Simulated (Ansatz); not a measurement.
Band structure of Mg6TiCo (Amm2, 8 atoms in the cell).

```
CELL_PARAMETERS angstrom
      4.71661     0.00000     0.00000
      0.00000     3.01837     5.49984
      0.00000    -3.01837     5.49984
ATOMIC_POSITIONS crystal
  Mg 0.00000 0.82406 0.34412
  Mg 0.00000 0.34412 0.82406
  Mg 0.00000 0.32897 0.32897
  Mg 0.50000 0.68208 0.16122
  Mg 0.50000 0.16122 0.68208
  Mg 0.50000 0.16700 0.16700
  Ti 0.50000 0.69253 0.69253
  Co 0.00000 0.80003 0.80003
```

Method of the run: PBEsol, PAW files made with PBE (plane waves; Ansatz, a first-principles code).

Settings: basis.ecutwfc = 420 eV; kpoints.mp_grid.grid = 4 3 3; hamiltonian.xc = pbesol; hamiltonian.pseudopotentials = {kind: paw} (the program's default PAW files); scf.occupations.method = gaussian; scf.occupations.width = 0.1 eV; kpoints.band_path.npoints = 8.

The starting cell comes from a database of computed structures (which also holds hypothetical and non-ambient phases and stackings), without a prior relaxation at this level. Spin polarisation is off.

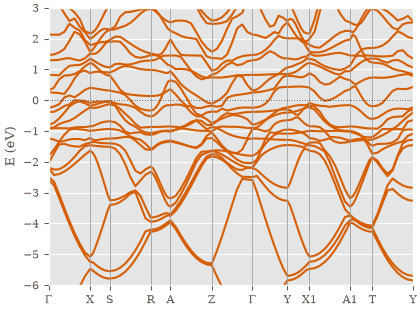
*Bands along the path, energies from the Fermi level.*

Levels in eV from the Fermi level, bands 41 to 48:
| point | 41 | 42 | 43 | 44 | 45 | 46 | 47 | 48 |
|---|---|---|---|---|---|---|---|---|
| Γ | -0.93 | -0.91 | -0.80 | -0.38 | -0.25 | 0.25 | 0.31 | 0.82 |
| X | -0.85 | -0.24 | -0.19 | -0.09 | 0.40 | 0.88 | 1.21 | 1.34 |
| S | -0.69 | -0.14 | -0.06 | -0.03 | 0.31 | 0.80 | 0.90 | 1.06 |
| R | -1.12 | -1.06 | -0.87 | -0.53 | -0.34 | 0.13 | 0.98 | 1.29 |
| A | -1.02 | -1.00 | -0.86 | -0.16 | 0.35 | 0.64 | 0.94 | 1.13 |
| Z | -1.02 | -0.88 | -0.81 | -0.75 | -0.37 | -0.18 | -0.11 | 0.74 |
| Y | -0.65 | -0.40 | -0.30 | -0.24 | 0.43 | 0.79 | 0.85 | 1.07 |
| X1 | -0.85 | -0.24 | -0.19 | -0.09 | 0.40 | 0.88 | 1.21 | 1.34 |
| A1 | -1.02 | -1.00 | -0.86 | -0.16 | 0.35 | 0.64 | 0.94 | 1.13 |
| T | -1.29 | -1.21 | -0.92 | -0.62 | -0.20 | 0.73 | 1.22 | 1.35 |

Bands cross the Fermi level along this path, so the cell is metallic at this level.

Keys are those of Ansatz 0.2.
